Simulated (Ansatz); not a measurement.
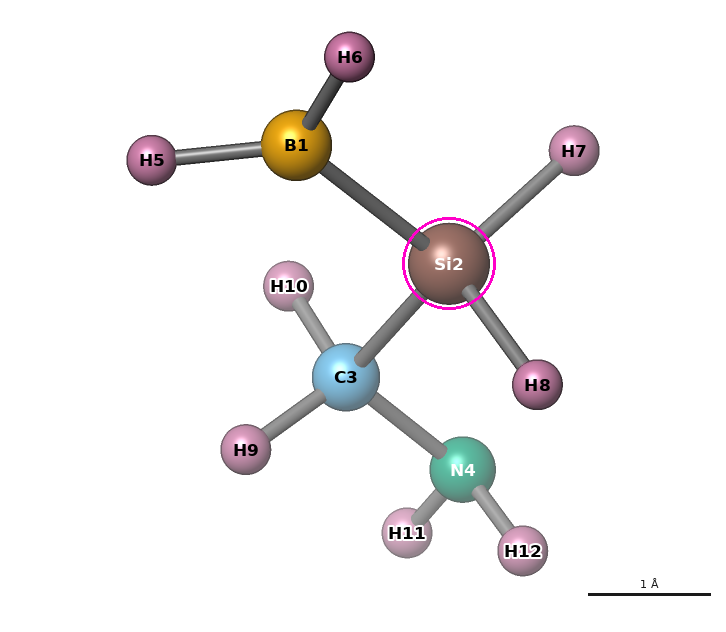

Orthographic view. Atoms fade into the background with distance from the viewer. The geometry was computed by an optimisation with PBE0-D4/def2-TZVP.

Name the neighbours of the circled atom.

Answer. The circled atom is Si2; it is bonded to B1, C3, H7, H8.

Which atom is nearest the viewer?

Answer. H6, 2.6 Å in front of the mean position.

Which atom is farthest from the viewer?

Answer. H11, 2.4 Å behind the mean position.

Of Si2 and C3, which is nearer the viewer?

Answer. Si2; the bond to C3 points away from the viewer, so it looks shorter than its 1.89 Å.
